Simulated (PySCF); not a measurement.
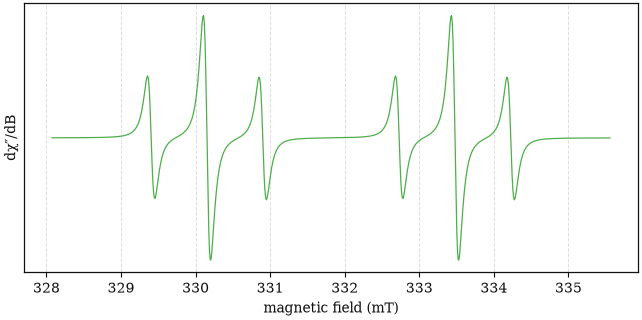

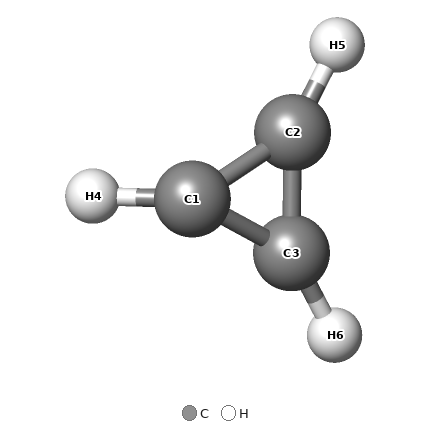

First-order isotropic EPR spectrum (fast tumbling, first derivative) of C₃H₃, SMILES [CH]1C=C1, doublet at 9.30 GHz, Lorentzian lines of 0.17 mT full width at half height, from computed g and hyperfine couplings (HF/pcH-1 (IGLO-III on C) with PySCF 2.14.0, at a PBE0-D3(BJ)/def2-SVP geometry (no frequency check), gas phase); values of one conformer, averaged over methyl-type rotors alone; no vibrational averaging; dilute isotopes left out. The SMILES is one Lewis form and needn't show where the spin sits.

Which couplings does the calculation give? The spectrum shows the sizes of those above the line width, not their signs.

Answer.
```tsv
nuclei	isotope	a (mT)	a (MHz)
H4	¹H	3.33	93.2
H5, H6	¹H	−0.75	−21.1
```

What is the g value, and how wide is the spectrum?

Answer. g_iso = 2.0025, which centres the spectrum at 331.8 mT; it spans 4.8 mT.
